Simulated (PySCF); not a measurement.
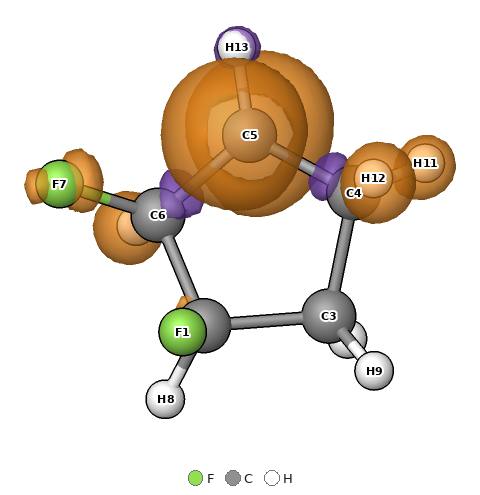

Figure. C₅H₇F₂ (doublet). Isosurfaces of the spin density at +0.03 (orange) and −0.03 e/Å³ (purple), seen across its widest extent.

Geometry: GFN2-xTB.

Computed with PySCF, UKS B3LYP, pcH-1 on C F H, non-relativistic, mean-field spin-orbit, GIAO.

```yaml
atoms:
  - { symbol: F, position_ang: [-1.1158, -1.2722, 1.1618] }
  - { symbol: C, position_ang: [-0.8807, -0.7775, -0.0991] }
  - { symbol: C, position_ang: [0.5930, -0.9685, -0.4544] }
  - { symbol: C, position_ang: [1.2995, 0.2006, 0.2472] }
  - { symbol: C, position_ang: [0.2776, 1.2678, 0.2925] }
  - { symbol: C, position_ang: [-1.0518, 0.7581, -0.0992] }
  - { symbol: F, position_ang: [-2.0725, 1.1730, 0.7343] }
  - { symbol: H, position_ang: [-1.5803, -1.2944, -0.7634] }
  - { symbol: H, position_ang: [0.9498, -1.9408, -0.1199] }
  - { symbol: H, position_ang: [0.7108, -0.8976, -1.5353] }
  - { symbol: H, position_ang: [2.2133, 0.5104, -0.2680] }
  - { symbol: H, position_ang: [1.5970, -0.0901, 1.2643] }
  - { symbol: H, position_ang: [0.4230, 2.2377, 0.7235] }
  - { symbol: H, position_ang: [-1.3636, 1.0930, -1.1064] }
```

Q: Which atoms carry the spin?

A: The unpaired spin (1 electron) lies mostly on C5 (about 0.7), in electrons by Hirshfeld's partition.
